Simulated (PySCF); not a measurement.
# One shape, several levels: C5H8O2 (pivalolactone)

We compute a comparison of 4 runs (HF/STO-3G, HF/3-21G, B3LYP/6-31G*, SCS-MP2/6-31G*) of C5H8O2 (pivalolactone). Input form: a Python script.

Program for the calculation: PySCF 2.14.0.

1 further run of the same task is left out (set aside as unsound or not needed).

### Step 1. The molecule

The species is C5H8O2 (15 atoms), meant as a singlet with charge 0. As SMILES, `CC1(C)COC1=O`. The C6–O7 distance was set to 2.613 Å, away from the relaxed value. At this shape a bond of the SMILES string is far longer than usual.

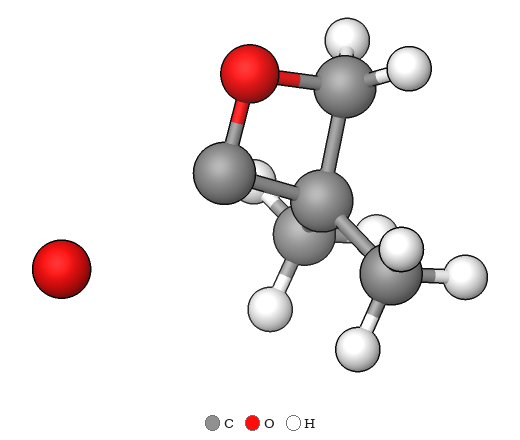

The structure, seen from a chosen angle (carbon grey, oxygen red, hydrogen white).

### Step 2. The energy at HF/STO-3G (run 1)

The input, job.py:

```python
from pyscf import gto

molecule = gto.Mole()
molecule.atom = '''
C       -1.669895      -0.813929      -0.957944
C       -0.153845      -0.839019      -1.078584
C        0.461105      -2.011939      -0.330034
C        0.405035      -0.590799      -2.496904
O        0.980915       0.654621      -2.060864
C        0.519205       0.502921      -0.794004
O        0.796740       2.081360       1.270050
H       -1.952935      -0.740479       0.089256
H       -2.087385       0.040751      -1.485664
H       -2.094255      -1.725719      -1.374174
H        1.545655      -2.000559      -0.413514
H        0.198685      -1.952259       0.723436
H        0.087175      -2.951269      -0.733304
H        1.177385      -1.281039      -2.837434
H       -0.332985      -0.426349      -3.282414
'''
molecule.charge = 0
molecule.max_memory = 1860
molecule.verbose = 4
molecule.basis = 'sto-3g'
molecule.build()

mf = molecule.RHF()
mf.conv_tol = 1e-10
mf.kernel()
if not mf.converged:
    mf = mf.newton().run(mf.mo_coeff, mf.mo_occ)

e_tot = mf.e_tot
print('Final energy', e_tot)
```

Run with:

```console
OMP_NUM_THREADS=1 python job.py
```

The program printed:

```text
PySCF version 2.14.0

[... 87 lines left out ...]
converged SCF energy = -339.080646518123
Final energy -339.0806465181227
```

Wall time 1.5 s (1 thread of Intel Xeon at 2.70GHz, shared host); peak memory 0.12 GiB.

### Step 3. A single-point energy at HF/3-21G (run 2)

The input, run.py:

```python
from pyscf import gto

mol = gto.M(
    atom=[
    ('C', (-1.669895, -0.813929, -0.957944)),
    ('C', (-0.153845, -0.839019, -1.078584)),
    ('C', (0.461105, -2.011939, -0.330034)),
    ('C', (0.405035, -0.590799, -2.496904)),
    ('O', (0.980915, 0.654621, -2.060864)),
    ('C', (0.519205, 0.502921, -0.794004)),
    ('O', (0.796740, 2.081360, 1.270050)),
    ('H', (-1.952935, -0.740479, 0.089256)),
    ('H', (-2.087385, 0.040751, -1.485664)),
    ('H', (-2.094255, -1.725719, -1.374174)),
    ('H', (1.545655, -2.000559, -0.413514)),
    ('H', (0.198685, -1.952259, 0.723436)),
    ('H', (0.087175, -2.951269, -0.733304)),
    ('H', (1.177385, -1.281039, -2.837434)),
    ('H', (-0.332985, -0.426349, -3.282414)),
],
    basis='3-21g',
    spin=0,
    max_memory=1860,
    verbose=3,
)

mf = mol.RHF()
mf.conv_tol = 1e-10
mf.kernel()
if not mf.converged:
    mf = mf.newton().run(mf.mo_coeff, mf.mo_occ)

e_final = mf.e_tot
print(f'total energy: {e_final:.8f} hartree')
```

Run with:

```console
OMP_NUM_THREADS=1 python run.py
```

The program printed:

```text
converged SCF energy = -341.51652415092
total energy: -341.51652415 hartree
```

Wall time 2 s (1 thread of Intel Xeon at 2.70GHz, shared host); peak memory 0.16 GiB.

Run 3 isn't shown in full; the table further down has it.

### Step 4. The energy at SCS-MP2/6-31G(d) (spherical functions) (run 4)

The input, run.py:

```python
from pyscf import gto, scf, mp

mol = gto.Mole()
mol.atom = '''
C     -1.669895    -0.813929    -0.957944
C     -0.153845    -0.839019    -1.078584
C      0.461105    -2.011939    -0.330034
C      0.405035    -0.590799    -2.496904
O      0.980915     0.654621    -2.060864
C      0.519205     0.502921    -0.794004
O      0.796740     2.081360     1.270050
H     -1.952935    -0.740479     0.089256
H     -2.087385     0.040751    -1.485664
H     -2.094255    -1.725719    -1.374174
H      1.545655    -2.000559    -0.413514
H      0.198685    -1.952259     0.723436
H      0.087175    -2.951269    -0.733304
H      1.177385    -1.281039    -2.837434
H     -0.332985    -0.426349    -3.282414
'''
mol.basis = '6-31g*'
mol.max_memory = 1860
mol.verbose = 3
mol.build()

hf = scf.RHF(mol)
hf.conv_tol = 1e-10
hf.kernel()
if not hf.converged:
    hf = hf.newton().run(hf.mo_coeff, hf.mo_occ)

pt = mp.MP2(hf, frozen=7).run()
etot = hf.e_tot + 1.2 * pt.e_corr_os + pt.e_corr_ss / 3
print('Final energy', etot)
```

Run with:

```console
OMP_NUM_THREADS=1 python run.py
```

The program printed:

```text
converged SCF energy = -343.409960531516
E(RMP2) = -344.334481408235  E_corr = -0.924520876719467
E(SCS-RMP2) = -344.323131966405  E_corr = -0.913171434888859
Final energy -344.3231319664045
```

It took 6.3 s on 1 thread of Intel Xeon at 2.70GHz, shared host; peak memory 0.39 GiB.

### Step 5. The series

```csv
run,level,integration grid,frozen core orbitals,energy (Eh),dipole moment (D) of the reference,HOMO energy (eV),LUMO energy (eV),wall time
1,HF/STO-3G,–,–,-339.080647,2.65,-6.63,7.32,1.5 s
2,HF/3-21G,–,–,-341.516524,5.20,-9.80,3.14,2 s
3,B3LYP/6-31G* (spherical functions),5,–,-345.449290,7.72,-5.75,-3.26,58 s
4,SCS-MP2/6-31G* (spherical functions),–,7,-344.323132,5.04,-9.91,2.19,6.3 s
```

### Step 6. Outcome

| quantity | value |
| --- | --- |
| run 4: total energy | -344.32313 Eh |
| run 4: dipole moment (Hartree–Fock density) | 5.04 D |
| run 4: HOMO energy (Hartree–Fock orbitals) | -9.91 eV |
| run 4: LUMO energy (Hartree–Fock orbitals) | 2.19 eV |
| run 4: HOMO–LUMO gap (Hartree–Fock orbitals) | 12.10 eV |
| run 4: correlation energy (7 core orbitals frozen) | -913.2 mEh |

What this shows: Over runs 1, 2, 3 the dipole moment (its size) runs from 2.65 D (HF/STO-3G) to 7.72 D (B3LYP/6-31G*). The two ends differ in method and basis. Over runs 1, 2, 3 the HOMO–LUMO gap runs from 2.50 eV (B3LYP/6-31G*) to 13.96 eV (HF/STO-3G). In run 1 the basis is minimal, so the values are rough. In runs 1, 2, 3, 4 a closed-shell determinant meets a far-stretched bond, which it describes badly. All runs together took 68 s, the longest 58 s.
